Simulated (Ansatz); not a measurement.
Three curves of one kind of scan: energy against volume (even scaling of the relaxed cell, symmetry kept). Level of theory: PBEsol (plane waves to 420 eV, PAW, scalar-relativistic; Ansatz, a quantum-chemistry and plane-wave program). Each is measured from its own zero (the relaxed starting cell). 

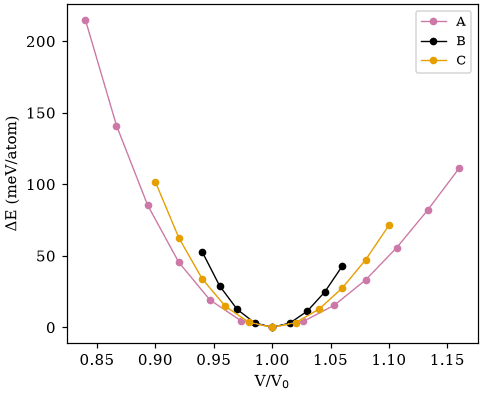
Fig. 1. Curves A, B and C.

Match the curves to these crystals:
- Sr3Ti2O7 (space group I4/mmm), a = b = 3.8858 Å, c = 20.2126 Å, α = β = γ = 90.00°
- NbSi2 (CrSi2 type, space group P6_222), a = b = 4.767 Å, c = 6.576 Å, α = β = 90.00°, γ = 120.00°
- WC (WC type, space group P-6m2), a = 2.898 Å, b = 2.898 Å, c = 2.828 Å, α = 90.00°, β = 90.00°, γ = 120.00°

A is Sr3Ti2O7; B is WC; C is NbSi2.

All were relaxed with their symmetry unable to fall. NbSi2 is run without spin polarisation. Spin-orbit coupling is left out. Sr3Ti2O7 is run without spin polarisation. WC is run without spin polarisation.

(Under strain, the slope of the energy per volume gives the stress and its curvature an elastic modulus.)
